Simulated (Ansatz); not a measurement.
Input

```
crystal:
  periodic: [false, false, false]
  atoms:
    - {symbol: Br, position_ang: [0.162680, -0.545659, -2.886700]}
    - {symbol: C, position_ang: [0.159632, 0.207461, 0.752794]}
    - {symbol: O, position_ang: [-0.988362, -0.291019, 0.134655]}
    - {symbol: H, position_ang: [-0.060847, 0.355535, 1.816143]}
    - {symbol: H, position_ang: [0.478553, 1.171350, 0.330306]}
    - {symbol: H, position_ang: [1.012704, -0.481639, 0.671186]}
    - {symbol: H, position_ang: [-0.764360, -0.416030, -0.818283]}
basis:
  gaussian: {orbitals: "def2-TZVPPD.json"}
total_charge: -1
hamiltonian: {xc: pbe0, dispersion: d4}
output: {orbitals: {seedname: orbitals}}
```

Run with:

```sh
ansatz run in.yaml --threads 4 --pin off --events-out ev --progress --plain --max-ram 9574MiB
```

Geometry: PBE0-D4/def2-TZVPD.

The calculation used Ansatz, RKS PBE0-D4/def2-TZVPPD.

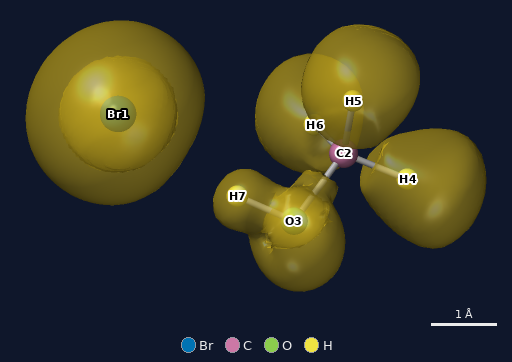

Br···CH4O (charge −1). Isosurface of the ELF at 0.75 (yellow), seen at a tilt. Core shells and regions of very low density are left out.

Describe the localisation domains.

Answer. At this value the surface marks out three regions around hydrogen nuclei, one region wrapped around Br (its valence shell) and one joined region spread over several atoms (H, O), in which their bonds and any lone pairs are merged. Profiles from the grid: Br1···H7 (2.27 Å): the ELF dips to about 0.20 between them. C–O (1.40 Å): the ELF peaks at about 0.85 between the atoms (a shared but strongly polarised pair).
